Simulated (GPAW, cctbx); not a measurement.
# How far are the atoms of KCr3 from free atoms?

Aim: compute the bonding part of the density of KCr3, find which reflections carry it, and see how it biases an ordinary refinement.

The cell comes from substitution in a known structure type and wasn't matched to any measured phase. All numbers below are calculated.

**1. Find the equilibrium geometry**

The density hangs on the geometry, so cell and atoms are relaxed first, with the symmetry held. The cutoff is set higher than for the density because stress converges slowly with plane waves.

Settings: GPAW 26.7.0, PBE, 570 eV, 4×4×4 k-points, Fermi–Dirac width 0.1 eV, spin-polarised, BFGS to 0.03 eV/Å.

```text
cell
1.0
     0.000000000    0.000000000    5.442000000
     6.445000000    0.000000000    0.000000000
    -3.222500000    5.581533727    0.000000000
Cr K
6 2
Direct
0.750000000 0.337799991 0.168899996
0.750000000 0.831100004 0.168899996
0.750000000 0.831100004 0.662200009
0.250000000 0.662200009 0.831100004
0.250000000 0.168899995 0.831100004
0.250000000 0.168899995 0.337799991
0.250000000 0.666666667 0.333333333
0.750000000 0.333333333 0.666666667
```

```console
$ OMP_NUM_THREADS=1 mpirun -n 4 gpaw python run.py > gpaw.log
```

```text
BFGS:    0      -45.569892        0.595961
BFGS:    1      -45.601570        0.566531
BFGS:    2      -45.927354        0.239490
BFGS:    3      -45.947873        0.278132
...
BFGS:   14      -46.201251        0.069353
BFGS:   15      -46.200234        0.032031
BFGS:   16      -46.199328        0.015250
cell  5.0129 7.2510 7.2510  120.00 90.00 90.00
volume 228.249 A^3, largest force 0.014 eV/A, largest stress 0.05 GPa
```

The cell moved far, while the k-mesh and basis were chosen for the start, so the final shape may be somewhat biased.

After 16 steps the volume has changed by +16.6 % and the energy by -0.629 eV; the largest stress left is 0.05 GPa. It took 20 min on 4 cores of Arm Neoverse V1 (shared host), peak memory 1.9 GiB.

Relaxed structure: P6_3/mmc (no. 194), a = 7.2510 Å, b = 7.2510 Å, c = 5.0129 Å, α = 90.00°, β = 90.00°, γ = 120.00°.

```csv
atom,mult.,x,y,z
Cr1,6,0.2648,0.1324,3/4
K1,2,2/3,1/3,1/4
```

**2. Density and charge transfer**

X-rays see the whole electron density, so the PAW density is rebuilt with its core regions. Subtracting spherical free atoms from the same code cancels the cores and leaves the deformation density Δρ, the part due to bonding.

Settings: PBE, 450 eV, 5×4×4 k-points (along the axes of the calculation cell), Fermi–Dirac width 0.1 eV, spin-polarised; primitive cell of 8 atoms.

```console
$ OMP_NUM_THREADS=1 mpirun -n 4 gpaw python run.py > gpaw.log
```

```text
|iter:   1|       0s |  -50.087274 | -0.07 |       | +18.0479|
|iter:   2|       3s |  -46.934237 | -1.10 | -0.44 | +18.3770|
|iter:   3|       6s |  -44.594998 | -0.27 | -0.53 | +20.9817|
...
|iter:  16|      48s |  -45.961938c| -6.59 | -4.81c| +27.5634|
|iter:  17|      52s |  -45.961937c| -7.03 | -4.79c| +27.5630|
|iter:  18|      55s |  -45.961938c| -7.41c| -5.46c| +27.5630|
```

```text
grid (50, 72, 72)  electrons 182.000  moved by bonding 1.470 e
deformation density beyond 0.5 A of the nuclei: max 0.067, min -0.189 e/A^3
atom        x       y       z   Voronoi charge  moment
Cr1    0.7500  0.2648  0.1324     -0.018       3.64
Cr2    0.7500  0.8676  0.1324     -0.018       3.64
Cr3    0.7500  0.8676  0.7352     -0.018       3.64
Cr4    0.2500  0.7352  0.8676     -0.018       3.64
Cr5    0.2500  0.1324  0.8676     -0.018       3.64
Cr6    0.2500  0.1324  0.2648     -0.018       3.64
K 7    0.2500  0.6667  0.3333      0.053       0.03
K 8    0.7500  0.3333  0.6667      0.053       0.03
mean inner potential of superposed free atoms 12.410 V
total magnetic moment 27.563 muB
```

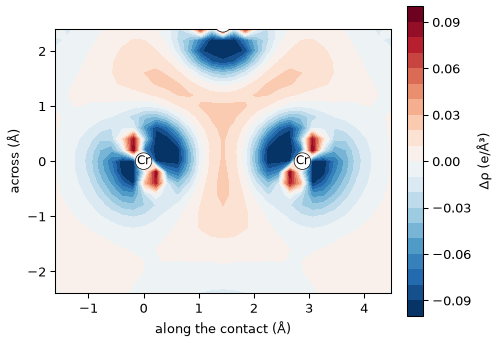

Deformation density in a plane through the shortest contact of the Cr atom at the origin; red gains electrons, blue loses them.

Cr gains most (-0.02 e) and K loses most (+0.05 e), as electronegativity suggests. Along the shortest contact from the Cr atom at the map's origin, Cr–Cr at 2.88 Å, Δρ is +0.02 e/Å³ at the midpoint: little piles up between the atoms, as is usual in a metallic crystal, which this run finds. Point values carry grid noise of about 0.01 e/Å³. The cell's moment is 27.56 μB; the largest inside an atomic sphere is 3.64 μB. The run needed 18 iterations, 65 s.

**3. Structure factors**

The Fourier components of Δρ, added to those of the free atoms, give the static X-ray structure factors; the Mott–Bethe relation turns them into the Fourier components V of the potential that fast electrons feel.

```text
static structure factors of the conventional cell: F in electrons, V (Mott-Bethe) in volts
   h  k  l      d  |F| table  |F| free   |F| DFT   change   |V| free  |V| DFT  change %
   1  0  0  6.2796    39.007    38.895    39.094    0.199     1.806    1.648     -8.7
   1  0  1  3.9177     7.459     7.553     7.685    0.132     0.670    0.630     -6.0
   1  1  0  3.6255     6.776     6.894     7.085    0.191     0.640    0.589     -7.9
   2  0  0  3.1398    61.001    60.757    60.420   -0.336     2.841    2.907      2.3
   2  0  1  2.6609   105.757   105.258   104.605   -0.652     4.569    4.662      2.0
   0  0  2  2.5065   137.179   136.499   135.446   -1.053     5.740    5.873      2.3
   2  1  0  2.3734    43.253    43.074    42.909   -0.164     1.805    1.823      1.0
   1  0  2  2.3279    31.231    30.952    30.522   -0.430     1.113    1.159      4.2
   2  1  1  2.1452    26.061    25.776    25.456   -0.320     0.810    0.840      3.6
   3  0  0  2.0932    19.592    19.332    19.100   -0.232     0.537    0.557      3.8
   1  1  2  2.0617     4.864     4.988     5.106    0.118     0.370    0.359     -2.7
   2  0  2  1.9588    50.432    50.264    50.153   -0.112     1.914    1.923      0.4
   3  0  1  1.9316    70.422    70.107    69.743   -0.363     2.531    2.558      1.1
   2  2  0  1.8127    71.948    71.797    71.793   -0.004     2.686    2.686      0.0
```

The largest X-ray change is -1.05 e on 002, 0.8 % of |F|. For electrons V goes as (Z − F)/g², so a change of F counts against Z − F, which is small at low angle and wherever the atoms' terms cancel: |V| of 100 moves by -8.7 % (1.81 to 1.65 V) against +0.5 % in |F|. The last three rows still change by up to 0.36 e; the table stops while the angles are still low. The tabulated Hartree–Fock atoms differ from the free DFT atoms by up to 0.68 e, so the choice of reference atom matters too.

**4. The functional ladder**

The same geometry is run with other functionals, to see whether the bonding signal is larger than the spread between approximations. Free atoms are LDA for LDA and PBE otherwise; meta-GGAs and hybrids keep PBE cores. Any other changed setting is in the row's label.

```
 run  ΔF 002 (e)  ΔF 201 (e)  ΔF 102 (e)  q(Cr) (e)  moved (e)     time
 PBE      -1.053      -0.652      -0.430     -0.018      1.470     65 s
 LDA      -1.034      -0.676      -0.407     -0.016      1.455    2 min
SCAN      -1.002      -0.557      -0.457     -0.037      1.456  4.2 min
```

At the base's settings ΔF(002) spans -1.053 to -1.002 e, a spread of 5 % of the PBE value; over the three listed reflections the spread is at most 18 %, so sign and size hold across the functionals. Times are from shared hosts.

**5. What a spherical-atom refinement makes of it**

Routine crystallography fits spherical atoms. To see the bias, intensities are simulated from tabulated atoms plus the DFT change ΔF, so that bonding alone can misfit (10072 reflections of the full sphere, merged to the counts below, to 0.45 Å, 1.5 % proportional noise plus counting noise, assumed isotropic U as listed, Δρ smeared by the mean U) and refined with cctbx over different ranges.

```
                    range  data      R1  GooF  U Cr1 (true 0.0041)  U K1 (true 0.0044)  largest shift (Å)  Δρ max, min (e/Å³)
                 all data   533  0.0048  1.08               0.0041              0.0044             0.0000         0.15, -0.19
 low resolution, d > 0.84    96  0.0039  1.21               0.0039              0.0043             0.0001         0.06, -0.08
     high order, d < 0.75   402  0.0051  1.02               0.0041              0.0044             0.0000         0.12, -0.17
occupancies free, d > 0.7   156  0.0041  1.15               0.0040              0.0045             0.0001         0.09, -0.11
```

With all data GooF is 1.08, so at this noise the bonding hardly shows; the top residual peak, near noise level, lies 1.66 Å from Cr and 1.66 Å from Cr, between them. No U is off by more than 3 s.u. at low resolution. With Cr1 held at 1 and the scale free, the other occupancies refine to K1 1.003(0.001), within three s.u. of full.

**6. Answer**

Bonding moves 1.47 e in the primitive cell of KCr3 and changes the structure factors of the conventional cell in the table above by at most 1.05 e (002, 0.8 %), and among reflections above 2 % of the strongest by up to 2.8 % (110). The shortest bond, Cr–Cr, has Δρ = +0.02 e/Å³ at its midpoint, with no localised bond charge. At the base's settings ΔF(002) spans -1.053 to -1.002 e, a spread of 5 % of the PBE value; over the three listed reflections the spread is at most 18 %, so sign and size hold across the functionals. With all data GooF is 1.08, so at this noise the bonding hardly shows. Limits: static density, frozen cores, no spin–orbit coupling; a ferromagnetic start is the only order tried, and the real ground state may be antiferromagnetic or insulating.

[Outputs are excerpts: Python notices, other lines and further rows are left out; steps that failed or that the build refused (PBEsol, TPSS) are not shown.]

[Logs are printed without paths, hosts, clocks, repeated set-up lines and the standing remarks that a program may print on its own settings, such as how far it seeks lower states.]
